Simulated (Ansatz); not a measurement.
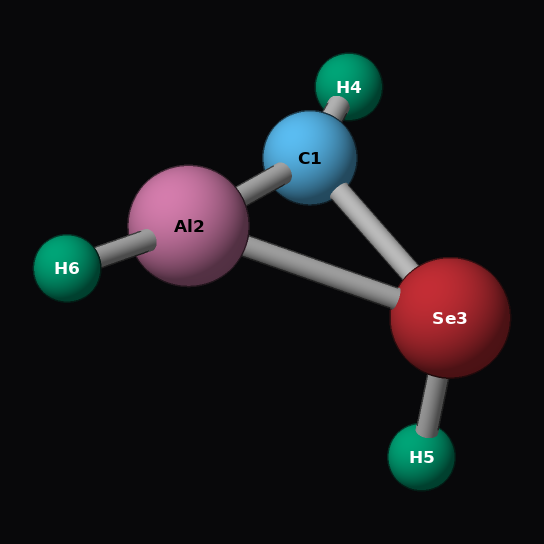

The questions are on Mulliken charges. The computed structure is the end point of a PBE-D4/def2-SVP optimisation. No frequency run is at hand to confirm it as a minimum. Level of theory: RKS PBE-D4/def2-SVP (Ansatz 0.2.0).

**Which atom carries the highest charge (most positive or least negative)?**

Al2 (0.39 e).

**And the lowest?**

C1 (−0.36 e).

Give the Mulliken charges atom by atom.

```json
{"atom": "C1", "value (e)": "−0.36"}
{"atom": "Al2", "value (e)": "0.39"}
{"atom": "Se3", "value (e)": "−0.02"}
{"atom": "H4", "value (e)": "0.05"}
{"atom": "H5", "value (e)": "0.02"}
{"atom": "H6", "value (e)": "−0.09"}
```

Mulliken values depend strongly on the basis set and can even reverse the polarity of a bond.
